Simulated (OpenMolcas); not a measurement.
# SiH3 (silyl radical): levels of theory compared

We compute a comparison of 6 runs (ROHF/STO-3G, UM06-2X/STO-3G, UPBE/STO-3G, USVWN5/STO-3G, ROMP2/STO-3G, ROCCSD(T)/STO-3G) of SiH3 (silyl radical). 

The calculation is run with OpenMolcas 26.06.

### 1 The molecule

The species is SiH3 (4 atoms), meant as a doublet with charge 0. As SMILES, `[SiH3]`. The Si1–H2 distance was set to 1.811 Å, away from the relaxed value.

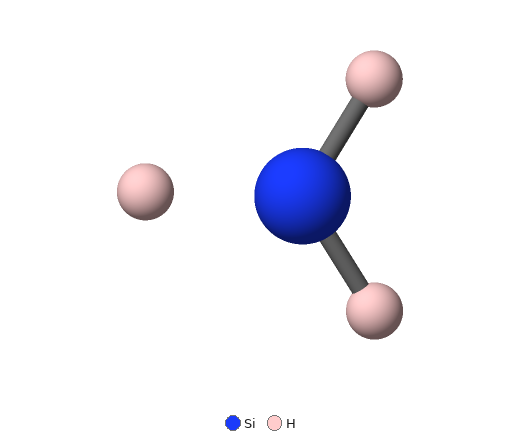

Viewed from a chosen angle; silicon blue, hydrogen pink.

### 2 The energy at ROHF/STO-3G (run 1)

File struct.xyz:

```xyz
4

Si     0.111422    -0.189070    -0.420273
H      0.587110     0.661780     1.105640
H     -0.290098    -1.571760    -0.261793
H     -0.693848     0.588540    -1.339123
```

File step1.inp:

```
&GATEWAY
BasLib=$CurrDir
Coord=struct.xyz
Basis=STO-3G
Group=NoSym
&SEWARD
&SCF
UHF
Spin=2
Scramble=0.25
PrOrbitals=1 1
&RASSCF
FileOrb=$Project.UnaOrb
Spin=2
Nactel=1 0 0
Inactive=8
Ras2=1
OutOrbitals=Canonical
OrbListing=Nothing
```

The basis set STO-3G is read from a file made from the Basis Set Exchange's data (not shown).

Started as:

```
export MOLCAS_MEM=1860
pymolcas step1.inp > step1.log
```

The program printed:

```text
--- Start Module: gateway ---
[...]
--- Stop Module: gateway /rc=_RC_ALL_IS_WELL_ ---
[...]
      Basis functions           12
[...]
--- Start Module: scf ---
[...]
       Convergence after  14 Iterations
[...]
::    Total SCF energy                               -287.2167297728
[...]
      Total spin, S                                     0.5047695272
[...]
--- Stop Module: scf /rc=_RC_ALL_IS_WELL_ ---
[...]
--- Start Module: rasscf ---
[...]
      Number of active orbitals                  1
[...]
      Spin quantum number                      0.5
[...]
      Active orbitals                            1
[...]
      Number of CSFs                             1
[...]
      Number of root(s) required                 1
[...]
      Convergence after  7 iterations
[...]
      printout of CI-coefficients larger than  0.05 for root  1
      energy=    -287.215927
      conf/sym  1     Coeff  Weight
             1  u   1.00000 1.00000
      Natural orbitals and occupation numbers for root  1
      sym 1:   1.000000
      ************************************************************************************************************************
      *                                                    Final results                                                     *
[...]
::    RASSCF root number  1 Total energy:   -287.21592695
[...]
      Total electronic charge=   17.000000
      Total            charge=   -0.000000
[...]
      Dipole Moment (debye):
      Origin of the operator (angstrom)=    0.0877   -0.1811   -0.3954
                   X=  1.8879E-02               Y= -1.9410E-01               Z= -3.9453E-01           Total=  4.4009E-01
      Quadrupole Moment (debye*angstrom):
[...]
--- Stop Module: rasscf /rc=_RC_ALL_IS_WELL_ ---
[...]
```

It took 3.6 s on 1 thread of Arm Neoverse N1, shared host; peak memory 0.37 GiB.

### 3 A single-point energy at UM06-2X/STO-3G (run 2)

struct.xyz is that of step 2.

File run.inp:

```
&GATEWAY
 BasLib = $CurrDir
 Coord = struct.xyz
 Basis = STO-3G
 Group = NoSym

&SEWARD
 GridInput
 Grid=UltraFine
 End of Grid

&SCF
 UHF
 Spin = 2
 KSDFT = M062X
 Thresholds = 1e-10 1e-07 1e-07 1e-05
 PrOrbitals = 1 1
```

The basis set STO-3G is read from a file made from the Basis Set Exchange's data (not shown).

Started as:

```
export MOLCAS_MEM=1860
pymolcas run.inp > run.log
```

The program printed:

```text
--- Start Module: gateway ---
[...]
--- Stop Module: gateway /rc=_RC_ALL_IS_WELL_ ---
--- Start Module: seward ---
[...]
      Basis functions           12
--- Stop Module: seward /rc=_RC_ALL_IS_WELL_ ---
--- Start Module: scf ---
[...]
       Convergence after  13 Iterations
[...]
::    Total KS-DFT energy                            -287.8007903190
[...]
      Total spin, S                                     0.5010655734
[...]
      Total electronic charge=   17.000000
      Total            charge=   -0.000000
[...]
      Dipole Moment (debye):
      Origin of the operator (angstrom)=    0.0877   -0.1811   -0.3954
                   X=  3.5466E-05               Y= -1.5631E-01               Z= -3.1191E-01           Total=  3.4888E-01
      Quadrupole Moment (debye*angstrom):
[...]
--- Stop Module: scf /rc=_RC_ALL_IS_WELL_ ---
[...]
```

Wall time 9 s (1 thread of Arm Neoverse N1, shared host); peak memory 0.37 GiB.

Runs 3 to 5 aren't shown in full; the table further down has their settings and results.

### 4 A single-point energy at ROCCSD(T)/STO-3G (run 6)

struct.xyz is that of step 3.

File run.inp:

```
* H3Si CCSD(T)
>>> EXPORT MOLCAS_PRINT=2
&GATEWAY
BasLib
$CurrDir
Coord
struct.xyz
Basis
STO-3G
Group
NoSym
&SEWARD
&SCF
UHF
Spin
2
Thresholds
1e-10 1e-07 1e-07 1e-05
PrOrbitals
1 1
&RASSCF
FileOrb
$Project.UnaOrb
Spin
2
Nactel
1 0 0
Inactive
8
Ras2
1
OutOrbitals
Canonical
OrbListing
Nothing
&MOTRA
JobIph
Frozen
5
&CCSDT
CCT
Triples
3
Iterations
80
Accuracy
1e-08
Extrapolation
5 4
```

The basis set STO-3G is read from a file made from the Basis Set Exchange's data (not shown).

Started as:

```
export MOLCAS_MEM=1860
pymolcas run.inp > run.log
```

The program printed:

```text
--- Start Module: gateway ---
[...]
--- Stop Module: gateway /rc=_RC_ALL_IS_WELL_ ---
[...]
      Basis functions           12
[...]
       Convergence after  14 Iterations
[...]
::    Total SCF energy                               -287.2167297728
[...]
      Total spin, S                                     0.5047694818
[...]
      Number of active orbitals                  1
[...]
      Spin quantum number                      0.5
[...]
      Active orbitals                            1
[...]
      Number of CSFs                             1
[...]
      Number of root(s) required                 1
[...]
      Convergence after  7 iterations
[...]
      printout of CI-coefficients larger than  0.05 for root  1
      energy=    -287.215927
      conf/sym  1     Coeff  Weight
             1  u   1.00000 1.00000
      Natural orbitals and occupation numbers for root  1
      sym 1:   1.000000
      ************************************************************************************************************************
      *                                                    Final results                                                     *
[...]
::    RASSCF root number  1 Total energy:   -287.21592695
[...]
      Total electronic charge=   17.000000
      Total            charge=   -0.000000
[...]
      Dipole Moment (debye):
      Origin of the operator (angstrom)=    0.0877   -0.1811   -0.3954
                   X=  1.8879E-02               Y= -1.9410E-01               Z= -3.9453E-01           Total=  4.4009E-01
      Quadrupole Moment (debye*angstrom):
[...]
--- Start Module: motra ---
[...]
--- Start Module: ccsdt ---
[...]
      Convergence after                    15  Iterations
      Total energy (diff) :    -287.28275986      -0.00000000
[...]
 METHOD                       : CCSD+T(CCSD)+<T3(1)WT1>+<T3(1)UT2> = CCSD(T)
[...]
       CCSD     =      -287.2827598562549
[...]
```

It took 3.9 s on 1 thread of Arm Neoverse N1, shared host; peak memory 0.37 GiB.

### 5 All runs side by side

| run | level | scramble | integration grid | SCF convergence threshold | energy (Eh) | dipole moment (D) | wall time |
| --- | --- | --- | --- | --- | --- | --- | --- |
| 1 | ROHF/STO-3G | 0.25 | – | – | -287.215927 | 0.44 | 3.6 s |
| 2 | UM06-2X/STO-3G | – | UltraFine | 1e-10 | -287.800790 | 0.35 | 9 s |
| 3 | UPBE/STO-3G | – | UltraFine | 1e-10 | -287.630613 | 0.33 | 6 s |
| 4 | USVWN5/STO-3G | – | UltraFine | 1e-10 | -286.565747 | 0.28 | 5.4 s |
| 5 | ROMP2/STO-3G | – | – | 1e-10 | -287.258102 | – | 3.6 s |
| 6 | ROCCSD(T)/STO-3G | – | – | 1e-10 | -287.283275 | – | 3.9 s |

### 6 Outcome

```
             quantity          value
  run 6: total energy  -287.28327 Eh
run 6: (T) correction      -0.52 mEh
```

What this shows: Among the runs that give it from their own density at one geometry, the dipole moment runs from 0.28 D (USVWN5/STO-3G) to 0.44 D (ROHF/STO-3G). Totals of different functionals can't be ranked against each other. In runs 1, 2, 3, 4, 5, 6 the basis is minimal, so dipoles, gaps and forces are rough. All runs together took 32 s, the longest 9 s.
